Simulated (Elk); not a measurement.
# Double counting and the size of U in MnCl2 (Scacchite)

Wanted: spin and orbital moments of MnCl2 (Scacchite) under several sizes and forms of the Hubbard term.

Calculated with Elk 11.2.3 (patched build); LDA (Perdew-Wang); all-electron APW+lo, Dirac cores, scalar-relativistic bands with second-variational spin-orbit coupling.

The database entry behind the starting cell has ideal inner coordinates that were not refined, so it need not match the best structure at ambient conditions.

**1. Starting point**

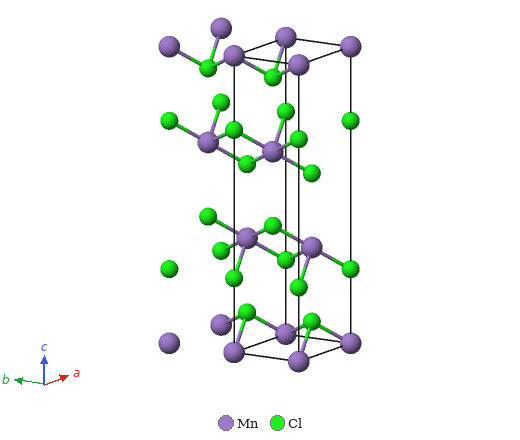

Start, viewed from a free direction; manganese light purple, chlorine green. 1×2×1 cells are drawn. This picture shows the conventional cell, with its axes. Bonds to atoms that aren't drawn are left out. Some periodic images of atoms are drawn too.

**2. No U**

The run without a Hubbard term is the reference.

The last three numbers of an atom's line are a seed field in its sphere. It points against the wanted moment and shrinks by the factor reducebf each loop.

Contents of elk.in:

```
tasks
  0
  15

xctype
  3

rgkmax
  7.0

nempty
  12

swidth
  0.002

reducebf
  0.6

epsengy
  1e-05

maxscl
  100

lmaxi
  3

spinorb
  .true.

cmagz
  .true.

spinpol
  .true.

sppath
  './'

avec
  3.48276524769 2.01077545324 11.00450513234
  -3.48276524769 2.01077545324 11.00450513234
  0.00000000000 -4.02155090649 11.00450513234

atoms
  2
  'Mn.in'
  1
  0.0000000000 0.0000000000 0.0000000000   0.000000 0.000000 -0.337500
  'Cl.in'
  2
  0.2500000000 0.2500000000 0.2500000000   0.000000 0.000000 0.000000
  0.7500000000 0.7500000000 0.7500000000   0.000000 0.000000 0.000000

ngridk
  6 6 6
```

Run with:

```bash
> OMP_NUM_THREADS=4 elk
```

Numbers of over 12 decimals in the logs are rounded to 6 here.

Output:

```text
Warning(chksvso): spin-orbit splittings by the second variation are low [figures from our tests cut]: local-orbitals by j (lorbdm 7 and 8, zora) mend levels alone

--- INFO.OUT ---
┌─────────────────────────┐
│ Elk code version 11.2.3 │
└─────────────────────────┘

All units are atomic (Hartree, Bohr, etc.)

┌─────────────────────────────────────────────────┐
│ Ground-state run starting from atomic densities │
└─────────────────────────────────────────────────┘

Lattice vectors :
   3.482765248       2.010775453       11.00450513
  -3.482765248       2.010775453       11.00450513
   0.000000000      -4.021550906       11.00450513

Species : 1 (Mn)
 parameters loaded from : Mn.in
 name : manganese
 nuclear charge    :   -25.00000000
 electronic charge :    25.00000000
 atomic mass :    100145.9370
 muffin-tin radius :    2.400000000
 number of radial points in muffin-tin :    497
 inner part over the whole radius :   0.9798345621E-02
 number on inner part of muffin-tin    :    350
 approximate nuclear radius :   0.7074591925E-04
 number of mesh points to nuclear radius :    165
 atomic positions (lattice), magnetic fields (Cartesian) :
  1 :   0.00000000  0.00000000  0.00000000    0.00000000  0.00000000 -0.33750000

Species : 2 (Cl)
 parameters loaded from : Cl.in
 name : chlorine
 nuclear charge    :   -17.00000000
 electronic charge :    17.00000000
 atomic mass :    64626.86550
 muffin-tin radius :    2.200000000
 number of radial points in muffin-tin :    397
 inner part over the whole radius :   0.9992010025E-02
 number on inner part of muffin-tin    :    278
 approximate nuclear radius :   0.6305718926E-04
 number of mesh points to nuclear radius :    127
 atomic positions (lattice), magnetic fields (Cartesian) :
  1 :   0.25000000  0.25000000  0.25000000    0.00000000  0.00000000  0.00000000
  2 :  -0.25000000 -0.25000000 -0.25000000    0.00000000  0.00000000  0.00000000

Total number of atoms per unit cell :    3
Total muffin-tin volume :    147.1103120
 ratio of muffin-tin to unit cell volume :   0.3181512044

Spin treatment :
 spin-polarised
 spin-orbit coupling
 global magnetic field (Cartesian) :    0.000000000       0.000000000       0.000000000
 collinear magnetisation in z-direction

Number of Bravais lattice symmetries :   12
Number of crystal symmetries         :    6
Crystal has inversion symmetry
Real symmetric eigensolver will be used

k-point grid :      6     6     6
k-point offset :    0.000000000       0.000000000       0.000000000
k-point set is reduced with full crystal symmetry group
Total number of k-points :       40

Muffin-tin radius times maximum |G+k| :    7.000000000
 using average radius
Maximum |G+k| for APW functions       :    3.088235294
Maximum (1/2)|G+k|²                   :    4.768598616
Maximum |G| for potential and density :    12.00000000
Constant for pseudocharge density :    7
 order of it for each species :   14  14
 order of it for pair densities of each species (exact exchange by exxq0 0: 14) :   11   9
Radial integration step length :    1

G-vector grid sizes :     45    45    45
Number of G-vectors :    13519

Maximum angular momentum used for
 APW functions            :    8
 outer part of muffin-tin :    6
 inner part of muffin-tin :    3

Number of empty states         :     36
Total number of valence states :    102
Total number of core states    :     30

Third-order local-orbitals added for an l without core states : T
Total number of local-orbitals :     33

Exchange-correlation functional :      3     0     0
 Perdew-Wang/Ceperley-Alder, Phys. Rev. B 45, 13244 (1992)
 gradient requirement :    0
 local density approximation (LDA)

Smearing type :    3
 Fermi-Dirac
Smearing width :   0.2000000000E-02
Effective electronic temperature (K) :    631.5500496

Mixing type :    3
 Broyden mixing, J. Phys. A: Math. Gen. 17, L317 (1984)

Kohn-Sham potential initialised from atomic data

┌──────────────────────────────┐
│ Self-consistent loop started │
└──────────────────────────────┘

┌─────────────────┐
│ Loop number : 1 │
└─────────────────┘

Energies :
 Fermi                       :    -0.23092140370185E-01
 sum of occupied eigenvalues :     -1203.7452394985
 electron kinetic            :      2095.0815003784
 core electron kinetic       :      1936.0334122075
 Coulomb                     :     -4068.5191125000
 Coulomb potential           :     -3153.4212402338
 nuclear-nuclear             :     -286.89571676531
 electron-nuclear            :     -4416.9303017721
 Hartree                     :      635.30690603749
 Madelung                    :     -2491.8084923831
 xc potential                :     -145.20346482065
 xc effective B-field        :    -0.334493
 external B-field            :      0.000000
 exchange                    :     -99.216814598620
 correlation                 :     -4.761565
 electron entropic           :    -0.23262399022787E-03
 total energy                :     -2077.4162245207
 (external B-field energy excluded from total)

Density of states at Fermi energy :    12.50327656
 (states/Hartree/unit cell)

Estimated indirect band gap :   0.7537797216E-02
 from k-point 17 to k-point 17
Estimated direct band gap   :   0.7537797216E-02
 at k-point 17

Charges :
 core                        :    30.00000000
 valence                     :    29.00000000
 interstitial                :    4.172367251
 muffin-tins (core leakage)
  species : 1 (Mn)
   atom 1                    :    23.51024792     ( -0.3595731000E-05)
  species : 2 (Cl)
   atom 1                    :    15.65869242     (  0.7667574272E-05)
   atom 2                    :    15.65869242     (  0.7667574272E-05)
 total in muffin-tins        :    54.82763275
 total calculated charge     :    58.99904456
 total charge                :    59.00000000
 error                       :   0.9554434094E-03

Moments :
 interstitial                :   0.2793779825
 muffin-tins
  species : 1 (Mn)
   atom 1                    :    4.334637674
  species : 2 (Cl)
   atom 1                    :   0.1752798901
   atom 2                    :   0.1752798901
 total in muffin-tins        :    4.685197454
 total moment                :    4.964575437

[... earlier loops left out ...]

┌──────────────────┐
│ Loop number : 17 │
└──────────────────┘

Energies :
 Fermi                       :     0.89689271517580E-01
 sum of occupied eigenvalues :     -1197.5227745000
 electron kinetic            :      2094.5406078467
 core electron kinetic       :      1936.3992911070
 Coulomb                     :     -4067.6992951155
 Coulomb potential           :     -3154.6621809575
 nuclear-nuclear             :     -286.89571676531
 electron-nuclear            :     -4414.0024138250
 Hartree                     :      633.19883547489
 Madelung                    :     -2490.3682046367
 xc potential                :     -137.05002020810
 xc effective B-field        :    -0.351180
 external B-field            :      0.000000
 exchange                    :     -99.113768397315
 correlation                 :     -4.755094
 electron entropic           :    -0.22380947717162E-07
 total energy                :     -2077.0275496806
 (external B-field energy excluded from total)

Density of states at Fermi energy :   0.3883786423E-03
 (states/Hartree/unit cell)

Estimated indirect band gap :   0.4829712515E-01
 from k-point 17 to k-point 17
Estimated direct band gap   :   0.4829712515E-01
 at k-point 17

Charges :
 core                        :    30.00000000
 valence                     :    29.00000000
 interstitial                :    4.301783878
 muffin-tins (core leakage)
  species : 1 (Mn)
   atom 1                    :    23.43911197     ( -0.3595730879E-05)
  species : 2 (Cl)
   atom 1                    :    15.62955208     (  0.7523642516E-05)
   atom 2                    :    15.62955208     (  0.7523642516E-05)
 total in muffin-tins        :    54.69821612
 total calculated charge     :    58.99908405
 total charge                :    59.00000000
 error                       :   0.9159461275E-03

Moments :
 interstitial                :   0.2880337752
 muffin-tins
  species : 1 (Mn)
   atom 1                    :    4.462580160
  species : 2 (Cl)
   atom 1                    :   0.1239373822
   atom 2                    :   0.1239373822
 total in muffin-tins        :    4.710454925
 total moment                :    4.998488700

┌──────────────────────────────┐
│ Self-consistent loop stopped │
└──────────────────────────────┘

Wrote STATE.OUT
```

Elapsed: 49 s, on 4 threads of Arm Neoverse V1, shared host; peak memory 0.2 GiB.

Spin moment in the muffin-tin sphere by atom:

| atom | spin moment in the muffin-tin sphere (μB) |
| --- | --- |
| Mn1 | 4.46 |
| Cl2 | 0.12 |
| Cl3 | 0.12 |

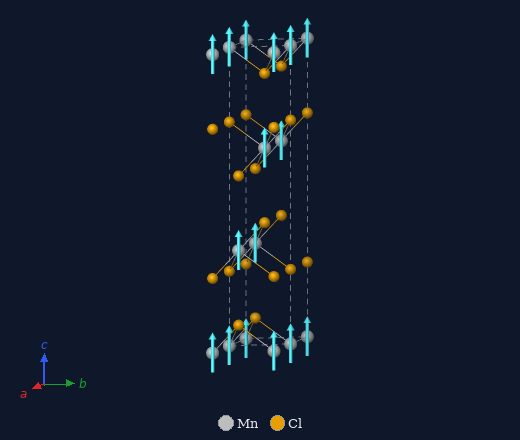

Spin moment in the muffin-tin sphere as arrows, the longest 4.46 μB. Up and down stand for the sign. Arrows give size and sign along the axis of quantisation, drawn up and down the page. Bonds to atoms that aren't drawn are left out. 2×1×1 conventional cells are drawn. Some periodic images of atoms are drawn too.

Read from the output:

```
density of states at the Fermi level : 1.43e-5 states/eV/cell
moment between the spheres           : 0.2880 μB
magnetization                        : 4.998 μB
final state                          : ferromagnetic
```

After 17 cycles the largest moment stands at 4.46 μB.

Orbital moment <L> in the sphere by atom:

| atom | x (μB) | y (μB) | z (μB) | size |
| --- | --- | --- | --- | --- |
| Mn1 | 0.0000 | 0.0000 | 0.0033 | 0.0033 |
| Cl2 | 0.0000 | 0.0000 | 0.0006 | 0.0006 |
| Cl3 | 0.0000 | 0.0000 | 0.0006 | 0.0006 |

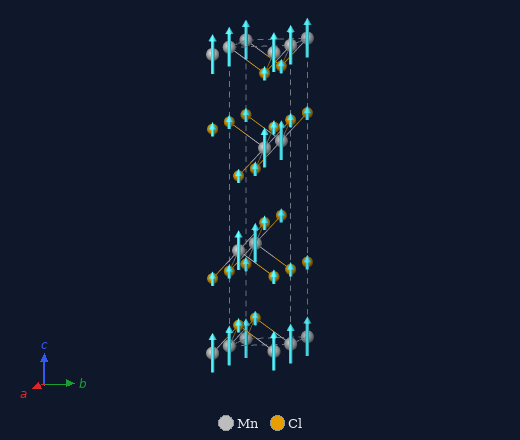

Orbital moment <L> in the sphere as arrows, the longest 0.0033 μB. Each arrow also spans its atom, so small moments look longer than they are. Bonds to atoms that aren't drawn are left out. 2×1×1 conventional cells are drawn. Some periodic images of atoms are drawn too.

**3. U = 4.00 eV, J = 0.90 eV on Mn d (fully localised)**

Fully localised double counting pushes orbitals towards full or empty, which suits localised shells.

elk.in, as its differences from that of step 2:

```diff
@@ -37,2 +37,5 @@
 
+tmwrite
+  .true.
+
 sppath
@@ -57 +60,5 @@
   6 6 6
+
+dft+u
+  1 1
+  1 2 0.146997 0.033074
```

Run with:

```bash
> OMP_NUM_THREADS=4 elk
```

Output:

```text
Warning(gndstate): forces or DFT+U at lmaxo under 8 : 6
  [figures from our tests cut]: type lmaxo 8 and lmaxapw 10
Warning(chksvso): spin-orbit splittings by the second variation are low [figures from our tests cut]: local-orbitals by j (lorbdm 7 and 8, zora) mend levels alone

--- INFO.OUT ---
┌─────────────────────────┐
│ Elk code version 11.2.3 │
└─────────────────────────┘

All units are atomic (Hartree, Bohr, etc.)

┌─────────────────────────────────────────────────┐
│ Ground-state run starting from atomic densities │
└─────────────────────────────────────────────────┘

Lattice vectors :
   3.482765248       2.010775453       11.00450513
  -3.482765248       2.010775453       11.00450513
   0.000000000      -4.021550906       11.00450513

Species : 1 (Mn)
 muffin-tin radius :    2.400000000
 atomic positions (lattice), magnetic fields (Cartesian) :
  1 :   0.00000000  0.00000000  0.00000000    0.00000000  0.00000000 -0.33750000

Species : 2 (Cl)
 muffin-tin radius :    2.200000000
 atomic positions (lattice), magnetic fields (Cartesian) :
  1 :   0.25000000  0.25000000  0.25000000    0.00000000  0.00000000  0.00000000
  2 :  -0.25000000 -0.25000000 -0.25000000    0.00000000  0.00000000  0.00000000

Total number of atoms per unit cell :    3
Total muffin-tin volume :    147.1103120
 ratio of muffin-tin to unit cell volume :   0.3181512044

Spin treatment :
 spin-polarised
 spin-orbit coupling
 global magnetic field (Cartesian) :    0.000000000       0.000000000       0.000000000
 collinear magnetisation in z-direction

Number of Bravais lattice symmetries :   12
Number of crystal symmetries         :    6
Crystal has inversion symmetry
Real symmetric eigensolver will be used

k-point grid :      6     6     6
k-point offset :    0.000000000       0.000000000       0.000000000
k-point set is reduced with full crystal symmetry group
Total number of k-points :       40

Muffin-tin radius times maximum |G+k| :    7.000000000
 using average radius
Maximum |G+k| for APW functions       :    3.088235294
Maximum (1/2)|G+k|²                   :    4.768598616
Maximum |G| for potential and density :    12.00000000
Constant for pseudocharge density :    7
 order of it for each species :   14  14
 order of it for pair densities of each species (exact exchange by exxq0 0: 14) :   11   9
Radial integration step length :    1

G-vector grid sizes :     45    45    45
Number of G-vectors :    13519

Maximum angular momentum used for
 APW functions            :    8
 outer part of muffin-tin :    6

Number of empty states         :     36
Total number of valence states :    102
Total number of core states    :     30

Third-order local-orbitals added for an l without core states : T
Total number of local-orbitals :     33

Exchange-correlation functional :      3     0     0
 Perdew-Wang/Ceperley-Alder, Phys. Rev. B 45, 13244 (1992)
 gradient requirement :    0
 local density approximation (LDA)

DFT+U calculation
 fully localised limit (FLL)
 see Phys. Rev. B 52, R5467 (1995)
 species : 1 (Mn), l = 2, U =   0.14699700, J =   0.03307400

Smearing type :    3
 Fermi-Dirac
Smearing width :   0.2000000000E-02
Effective electronic temperature (K) :    631.5500496

Mixing type :    3
 Broyden mixing, J. Phys. A: Math. Gen. 17, L317 (1984)

Kohn-Sham potential initialised from atomic data

┌──────────────────────────────┐
│ Self-consistent loop started │
└──────────────────────────────┘

[... earlier loops left out ...]

┌──────────────────┐
│ Loop number : 19 │
└──────────────────┘

Energies :
 Fermi                       :     0.84121594451524E-01
 sum of occupied eigenvalues :     -1197.6577555212
 electron kinetic            :      2094.4225053393
 core electron kinetic       :      1936.3785560911
 Coulomb                     :     -4067.7874619515
 Coulomb potential           :     -3154.6481693195
 nuclear-nuclear             :     -286.89571676531
 electron-nuclear            :     -4414.1875576740
 Hartree                     :      633.29581248776
 Madelung                    :     -2490.4633772918
 xc potential                :     -137.06147580323
 xc effective B-field        :    -0.370616
 external B-field            :      0.000000
 exchange                    :     -99.137878253073
 correlation                 :     -4.753989
 DFT+U                       :     0.257012
 electron entropic           :    -0.46567809933236E-11
 total energy                :     -2076.9998124216
 (external B-field energy excluded from total)

Density of states at Fermi energy :   0.5026895493E-07
 (states/Hartree/unit cell)

Estimated indirect band gap :   0.1071858600
 from k-point 40 to k-point 17
Estimated direct band gap   :   0.1093383784
 at k-point 17

Charges :
 core                        :    30.00000000
 valence                     :    29.00000000
 interstitial                :    4.295825799
 muffin-tins (core leakage)
  species : 1 (Mn)
   atom 1                    :    23.41728615     ( -0.3595731416E-05)
  species : 2 (Cl)
   atom 1                    :    15.64344402     (  0.7559374243E-05)
   atom 2                    :    15.64344402     (  0.7559374243E-05)
 total in muffin-tins        :    54.70417420
 total calculated charge     :    58.99909144
 total charge                :    59.00000000
 error                       :   0.9085639536E-03

Moments :
 interstitial                :   0.2588157402
 muffin-tins
  species : 1 (Mn)
   atom 1                    :    4.578389954
  species : 2 (Cl)
   atom 1                    :   0.8018740332E-01
   atom 2                    :   0.8018740332E-01
 total in muffin-tins        :    4.738764760
 total moment                :    4.997580500

┌──────────────────────────────┐
│ Self-consistent loop stopped │
└──────────────────────────────┘

Warning : forces or DFT+U at lmaxo under 8 : 6

Wrote STATE.OUT
```

Wall time 63 s (4 threads); peak memory 0.19 GiB; 3.9 min of CPU time.

Spin moment in the muffin-tin sphere by atom:

| atom | spin moment in the muffin-tin sphere (μB) |
| --- | --- |
| Mn1 | 4.58 |
| Cl2 | 0.08 |
| Cl3 | 0.08 |

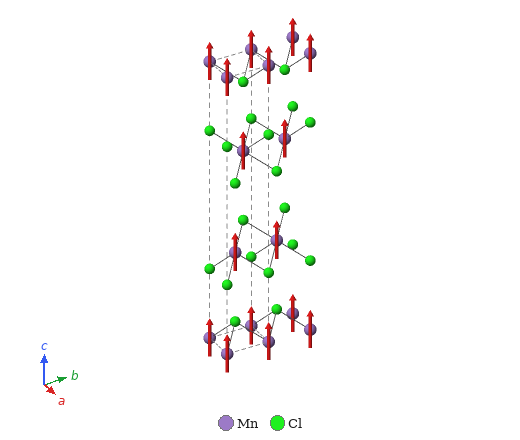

Spin moment in the muffin-tin sphere as arrows, the longest 4.58 μB. Up and down stand for the sign. Arrows give size and sign along the axis of quantisation, drawn up and down the page. Bonds to atoms that aren't drawn are left out. 1×2×1 conventional cells are drawn. Some periodic images of atoms are drawn too.

Read from the output:

| Quantity | Value |
| --- | --- |
| density of states at the Fermi level | 1.85e-9 states/eV/cell |
| moment between the spheres | 0.2588 μB |
| magnetization | 4.998 μB |
| final state | ferromagnetic |

The largest spin moment is +0.12 μB from that of the first run.

Orbital moment <L> in the sphere by atom:

| atom | x (μB) | y (μB) | z (μB) | size |
| --- | --- | --- | --- | --- |
| Mn1 | 0.0000 | 0.0000 | 0.0019 | 0.0019 |
| Cl2 | 0.0000 | 0.0000 | 0.0001 | 0.0001 |
| Cl3 | 0.0000 | 0.0000 | 0.0001 | 0.0001 |

FDU.OUT:

```text

   1   2 : species, l
  0.1469970000     : F^(0)
  0.2849452308     : F^(2)
  0.1780907692     : F^(4)
  0.1469970000     : U
  0.3307400000E-01 : J
```

In eV, for the first corrected species: U = 4.00, J = 0.90.

Tensor moments of the density matrix of the first corrected atom (TENSMOM.OUT, the program's normalisation), largest first:

| k | p | r | magnitude | energy (Ha) |
| --- | --- | --- | --- | --- |
| 0 | 0 | 0 | 4.951 | 0.00139 |
| 0 | 1 | 1 | 4.529 | -0.117 |
| 4 | 0 | 4 | 0.2326 | -3.1e-4 |
| 1 | 1 | 0 | 0.1167 | -1.0e-4 |
| 4 | 1 | 5 | 0.08480 | -6.1e-5 |
| 1 | 1 | 2 | 0.07645 | -4.5e-5 |
| 4 | 1 | 4 | 0.05329 | -2.4e-5 |
| 4 | 1 | 3 | 0.02786 | -6.6e-6 |
| 2 | 0 | 2 | 0.007365 | 5.0e-8 |
| 2 | 1 | 1 | 0.006608 | -3.1e-7 |

Here k is the rank of the orbital part, p = 1 marks spin, 000 is the shell's charge, 011 its spin, 101 its orbital moment and 110 the spin–orbit term.

**4. U = 2.00 eV, J = 0.90 eV on Mn d (fully localised)**

The same form with other values shows how far the result hangs on them.

elk.in, as its differences from that of step 3:

```diff
@@ -63,2 +63,2 @@
   1 1
-  1 2 0.146997 0.033074
+  1 2 0.073499 0.033074
```

Run with:

```bash
> OMP_NUM_THREADS=4 elk
```

Output:

```text
Warning(gndstate): forces or DFT+U at lmaxo under 8 : 6
  [figures from our tests cut]: type lmaxo 8 and lmaxapw 10
Warning(chksvso): spin-orbit splittings by the second variation are low [figures from our tests cut]: local-orbitals by j (lorbdm 7 and 8, zora) mend levels alone

--- INFO.OUT ---
┌─────────────────────────┐
│ Elk code version 11.2.3 │
└─────────────────────────┘

All units are atomic (Hartree, Bohr, etc.)

┌─────────────────────────────────────────────────┐
│ Ground-state run starting from atomic densities │
[...]
total calculated charge     :    58.99908542
 total charge                :    59.00000000
 error                       :   0.9145777889E-03

Moments :
 interstitial                :   0.2761622821
 muffin-tins
  species : 1 (Mn)
   atom 1                    :    4.506664795
  species : 2 (Cl)
   atom 1                    :   0.1072409732
   atom 2                    :   0.1072409732
 total in muffin-tins        :    4.721146741
 total moment                :    4.997309023

┌──────────────────────────────┐
│ Self-consistent loop stopped │
└──────────────────────────────┘

Warning : forces or DFT+U at lmaxo under 8 : 6

Wrote STATE.OUT

[key lines of the parts left out:]
total energy                :     -2077.0171055808
```

The job ended after 63 s (4 threads; peak memory 0.19 GiB; 3.9 min of CPU time).

This step gave:

```
density of states at the Fermi level : 4.20e-8 states/eV/cell
moment between the spheres           : 0.2762 μB
magnetization                        : 4.997 μB
final state                          : ferromagnetic
largest moment                       : 4.507 μB
```

The largest spin moment is +0.04 μB from that of the first run.

[end of part 1 of 2]

[Logs and program files are shortened in this print: banners, set-up blocks, solver, clock and traceback lines can be left out without a mark of their own.]

[Logs are printed without paths, hosts, clocks, repeated set-up lines and the standing remarks that a program may print on its own settings, such as how far it seeks lower states.]

[Hosts, paths, dates, database ids (printed as entryN), source tags and the programs' standing remarks are cut or masked in the printed files.]

[Where a cell is said to come from a database of computed structures, the database is the Materials Project.]
